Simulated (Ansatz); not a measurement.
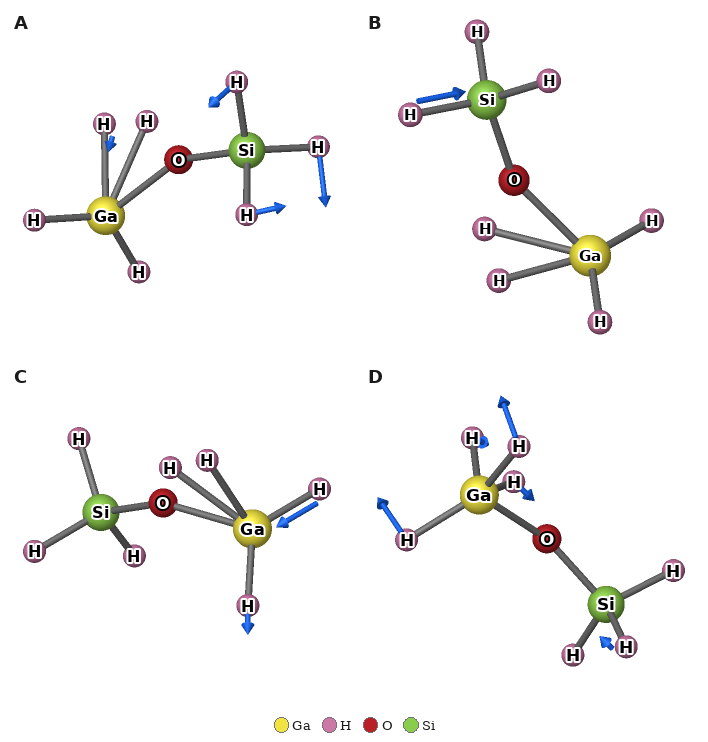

4 normal modes of one molecule or complex, as arrows. Harmonic vibrations computed with RKS PBE0-D4/def2-SVP (Ansatz 0.2.0) at a stationary point of the same level. It is a saddle point of order 2.

Match the panels to the wavenumbers 670 cm⁻¹, 955 cm⁻¹, 2020 cm⁻¹, 2245 cm⁻¹.

Answer. A: 955 cm⁻¹
B: 2245 cm⁻¹, Si–H stretching
C: 2020 cm⁻¹, Ga–H stretching
D: 670 cm⁻¹, H–Ga–H bending
